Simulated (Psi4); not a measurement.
# PBE0/6-311+G(d,p) (sweep point 3) run of SiH4O2 (SMILES [H][Si]([H])(O)O)

Aim: the vertical ionisation energy of SiH4O2 at PBE0/6-311+G** (sweep point 3), from 2 runs. 

The results are computed with Psi4 1.11.

4 further runs of the same task are left out: 4 set aside as unsound or not needed.

### Step 1. The molecule

The species is SiH4O2 (7 atoms), meant as a singlet with charge 0. SMILES: `[H][Si]([H])(O)O`. Geometry: relaxed at GFN2-xTB. This is one conformer, not always the lowest.

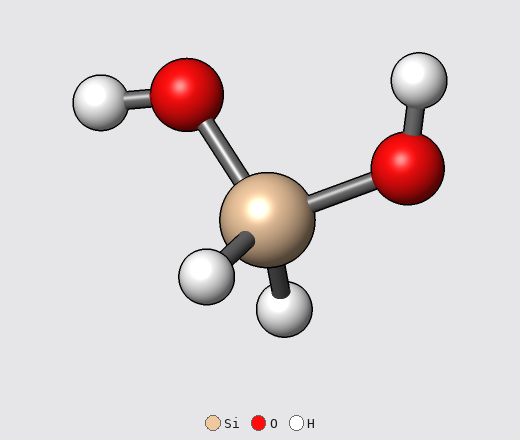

The structure, seen from a chosen angle (silicon light orange, oxygen red, hydrogen white).

### Step 2. A single-point energy at PBE0/6-311+G(d,p) (sweep point 3)

calc.inp reads:

```
memory 1600 MB

molecule system {
  0 1
  Si    -0.47668341     0.12033776    -0.65492238
  O     -0.37361775     0.08407392     2.43067913
  H     -1.88165699     0.24008970     3.39502526
  O      2.42674849    -0.13768545    -1.57193088
  H      3.65408782    -0.81995217    -0.44261165
  H     -1.37339626     2.53727858    -1.61577253
  H     -1.97548190    -2.02414234    -1.54046694
  units bohr
  symmetry c1
}

set puream true
set scf_type pk
set dft_radial_points 35
set dft_spherical_points 110

energy("pbe0/6-311+G**")
print_variables()
```

Started as:

```
psi4 -i calc.inp -o calc.out -n 1
```

calc.out, shortened:

```text
[...]
  Running in c1 symmetry.
[...]
  Nuclear repulsion =  122.218765949476975
[...]
  Multiplicity = 1
[...]
  Nalpha       = 17
  Nbeta        = 17
[...]
    Number of basis functions: 98
[...]
   @RKS iter   1:  -441.87557155667849   -2.20410e-01   9.91531e-03 ADIIS/DIIS
[...]
   @RKS iter   8:  -442.19418876419775   -3.99973e-08   4.05893e-07 DIIS
[...]
    Orbital Energies [Eh]
    ---------------------
    Doubly Occupied:
       1A    -66.266522     2A    -19.210668     3A    -19.201925
       4A     -5.353487     5A     -3.689699     6A     -3.687840
       7A     -3.685685     8A     -1.057251     9A     -1.032409
      10A     -0.608713    11A     -0.551566    12A     -0.464221
      13A     -0.421702    14A     -0.386951    15A     -0.372443
      16A     -0.352482    17A     -0.312354
[...]
  @RKS Final Energy:  -442.19418876419775
   => Energetics <=
    Nuclear Repulsion Energy =            122.2187659494769747
    One-Electron Energy =                -854.2995268519148340
    Two-Electron Energy =                 319.7545587575528998
    DFT Exchange-Correlation Energy =     -29.8679866193127594
    Empirical Dispersion Energy =           0.0000000000000000
    VV10 Nonlocal Energy =                  0.0000000000000000
    Total Energy =                       -442.1941887641977473
[...]
 Multipole Moments:
 ------------------------------------------------------------------------------------
     Multipole            Electronic (a.u.)      Nuclear  (a.u.)        Total (a.u.)
 ------------------------------------------------------------------------------------
 L = 1.  Multiply by 2.5417464519 to convert [e a0] to [Debye]
 Dipole X            :          0.8319788           -1.3424591           -0.5104804
 Dipole Y            :         -0.0430330           -0.1081995           -0.1512325
 Dipole Z            :          0.4768723            0.0433563            0.5202287
 Magnitude           :                                                    0.7443785
[...]
```

Run time: 3 s. Hardware: 1 thread of AMD EPYC 9R14 (Zen 4), shared host; peak memory 0.43 GiB.

### Step 3. The doublet cation at the same level

calc.dat reads:

```
memory 1.6 GB

molecule molecule1 {
  1 2
  Si    -0.47668341     0.12033776    -0.65492238
  O     -0.37361775     0.08407392     2.43067913
  H     -1.88165699     0.24008970     3.39502526
  O      2.42674849    -0.13768545    -1.57193088
  H      3.65408782    -0.81995217    -0.44261165
  H     -1.37339626     2.53727858    -1.61577253
  H     -1.97548190    -2.02414234    -1.54046694
  units bohr
  symmetry c1
}

set globals {
  basis                6-311+G**
  reference            uks
  puream               true
  scf_type             pk
  dft_radial_points    35
  dft_spherical_points 110
  maxiter              150
}

e_tot = energy("pbe0")
```

Started as:

```
psi4 -i calc.dat -o calc.out -n 1
```

calc.out, shortened:

```text
[...]
  Running in c1 symmetry.
[...]
  Nuclear repulsion =  122.218765949476975
[...]
  Multiplicity = 2
[...]
  Nalpha       = 17
  Nbeta        = 16
[...]
    Number of basis functions: 98
[...]
   @UKS iter   1:  -441.51603127518172    1.39131e-01   9.11678e-03 DIIS/ADIIS
[...]
   @UKS iter  12:  -441.79353187370390   -8.03004e-09   5.34774e-07 DIIS
[...]
   @S^2 Observed:                7.596717653E-01
[...]
    Orbital Energies [Eh]
    ---------------------
    Alpha Occupied:
       1A    -66.542138     2A    -19.492404     3A    -19.487062
       4A     -5.630400     5A     -3.965493     6A     -3.964373
       7A     -3.963940     8A     -1.330911     9A     -1.306164
      10A     -0.877183    11A     -0.813016    12A     -0.746360
      13A     -0.706282    14A     -0.653359    15A     -0.638362
      16A     -0.636548    17A     -0.608695
    Alpha Virtual:
      18A     -0.212719    19A     -0.192767    20A     -0.158063
      21A     -0.141622    22A     -0.108418    23A     -0.100486
      24A     -0.091003    25A     -0.061667    26A     -0.030315
[...]
  @UKS Final Energy:  -441.79353187370390
   => Energetics <=
    Nuclear Repulsion Energy =            122.2187659494769747
    One-Electron Energy =                -845.1122170572959931
    Two-Electron Energy =                 310.6931209716407238
    DFT Exchange-Correlation Energy =     -29.5932017375255860
    Empirical Dispersion Energy =           0.0000000000000000
    VV10 Nonlocal Energy =                  0.0000000000000000
    Total Energy =                       -441.7935318737038983
[...]
 Multipole Moments:
 ------------------------------------------------------------------------------------
     Multipole            Electronic (a.u.)      Nuclear  (a.u.)        Total (a.u.)
 ------------------------------------------------------------------------------------
 L = 1.  Multiply by 2.5417464519 to convert [e a0] to [Debye]
 Dipole X            :          0.3052719           -1.3424591           -1.0371872
 Dipole Y            :         -0.0458243           -0.1081995           -0.1540238
 Dipole Z            :          0.0442774            0.0433563            0.0876337
 Magnitude           :                                                    1.0522168
[...]
```

Run time: 4.2 s. Hardware: 1 thread of AMD EPYC 9R14 (Zen 4), shared host; peak memory 0.43 GiB.

### Step 4. Outcome

At PBE0/6-311+G** (sweep point 3):

| quantity | value |
| --- | --- |
| singlet SiH4O2: total energy | -442.19419 Eh |
| singlet SiH4O2: dipole moment | 1.89 D |
| singlet SiH4O2: HOMO energy | -8.50 eV |
| singlet SiH4O2: LUMO energy | -0.11 eV |
| singlet SiH4O2: HOMO–LUMO gap | 8.39 eV |
| doublet cation: total energy | -441.79353 Eh |
| doublet cation: HOMO energy (highest over α and β) | -15.70 eV |
| doublet cation: LUMO energy (lowest over α and β) | -13.31 eV |
| doublet cation: ⟨S²⟩ | 0.760 |
| vertical ionisation energy (to the doublet cation) | 10.902 eV |

What this shows: The vertical ionisation energy comes to 10.90 eV (251 kcal/mol). The negative HOMO energy of the first species, 8.50 eV, lies 2.40 eV below that difference.
